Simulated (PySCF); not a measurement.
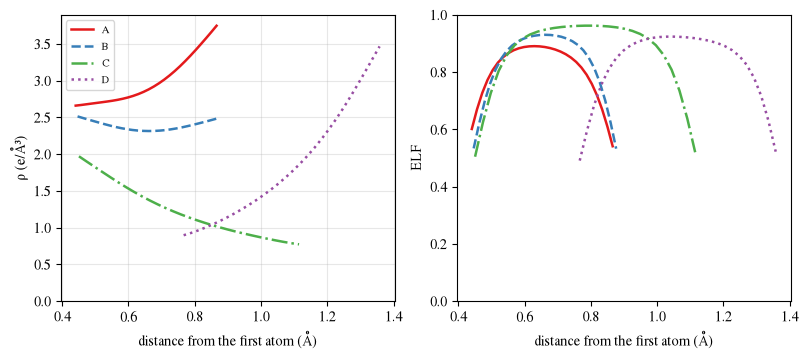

The picture shows: C$_{4}$H$_{7}$NSi (SMILES C=C1CC=N[SiH2]1). Electron density and electron localisation function along straight lines between neighbouring atoms. The curves leave out the atomic cores.

Geometry: GFN2-xTB.

Theory: PBE0/pcSseg-1, SCF density, gas phase, non-relativistic in PySCF.

```xyz
13

C     1.7645    0.8574   -0.2758
C     0.5643    0.3369   -0.0807
C     0.2655   -1.1354   -0.2118
C    -1.1943   -1.3160    0.0849
N    -1.9407   -0.3453    0.3791
Si   -1.0708    1.1753    0.3921
H     1.9432    1.9142   -0.1734
H     2.6223    0.2568   -0.5452
H     0.8575   -1.7345    0.4867
H     0.4834   -1.5075   -1.2175
H    -1.6105   -2.3196    0.0415
H    -1.0836    1.7500    1.7330
H    -1.6051    2.0681   -0.6306
```

Question: Which curve belongs to which contact (C–C, C–N, C–Si and Si–N)? The first atom named is at distance zero.

Answer: Curve A: C–N (1.26 Å): ρ at the midpoint is about 2.8 e/Å³; the ELF peaks at about 0.90 between the atoms (a multiple bond). Curve B: C–C (1.32 Å): ρ is about 2.3 e/Å³ halfway; the ELF peaks at about 0.95 between the atoms: a short, multiple covalent bond. Curve C: C–Si (1.90 Å): the density is about 0.92 e/Å³ at the midpoint; the ELF peaks at about 0.95 between the atoms, as expected for localised, covalent bonding. Curve D: Si–N (1.75 Å): ρ is about 1.1 e/Å³ halfway; the ELF peaks at about 0.90 between the atoms, as expected for a shared but strongly polarised pair.
